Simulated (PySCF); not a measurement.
Molecule: CH7InO4, singlet. Atoms near the plane z = 0.0 Å, at the PBE0/def2-SVP optimised geometry (x, y, z in Å): In1 (-1.0, -1.6, 0.0), O2 (1.0, -1.6, 0.0), H3 (1.4, -2.1, -0.7), O9 (-0.3, 0.6, 0.0), H11 (-1.4, 2.1, 0.9), H13 (0.6, 0.2, 0.0).

Method: PBE0/def2-TZVP, def2 effective core potentials past Kr (PySCF 2.14.0). The core electrons that the potentials of In replace are not part of the density. Cells within 0.4 Å of a nucleus heavier than hydrogen are left out (blank, or x). The values are rescaled to run from 0 to 1.

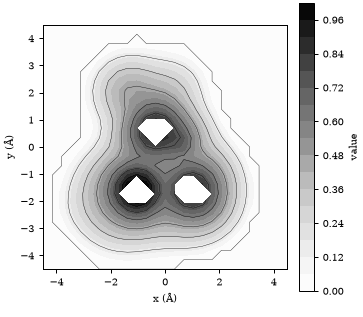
a field on the plane z = 0.0 Å.

**Question.** Which quantity is mapped?
A) deformation density (molecule minus spherical neutral atoms)
B) electron localisation function
C) log10 of the electron density
D) electrostatic potential

**Answer.** C, log10 of the electron density. In full: log10 of the electron density (e/bohr³), floored at −4.
